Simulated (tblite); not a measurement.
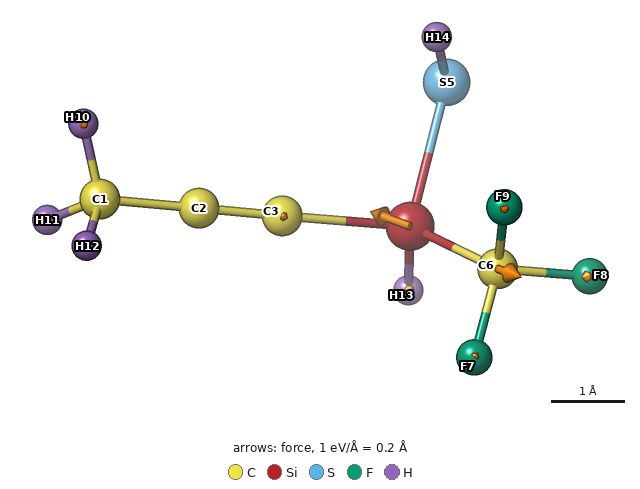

Starting geometry of C₄H₅F₃SSi with the computed forces as orange arrows. Style: ball-and-stick. Shown at a tilt.

The calculation used GFN2-xTB geometry optimisation, gas phase (tblite 0.8.0). 

What follows when this structure is relaxed?

Answer. It isn't relaxed: the largest force vector, on the Si atom, is 3.66 eV/Å. The final displacements have little in common with the starting forces (cosine between the two patterns 0.12). The energy falls by 28.8 kJ/mol in 108 geometry steps. The atom that moves furthest after the best rigid fit is an H atom (0.83 Å). Largest moves by element: H 0.83 Å, F 0.44 Å, Si 0.28 Å, C 0.24 Å, S 0.12 Å. Some distances before and after: C–Si 1.836 → 1.951 Å, C–Si 1.880 → 1.833 Å, H–Si 1.476 → 1.452 Å, S–Si 2.165 → 2.144 Å. Among the angles between lasting bonds that change: C–Si–C 113.6° → 103.7°, C–Si–H 107.8° → 117.0°, C–Si–S 105.2° → 113.0°. Groups turn about S–Si by about 40°. Cost: 1.3 s on 1 thread of Arm Neoverse N1, with other jobs on the host.
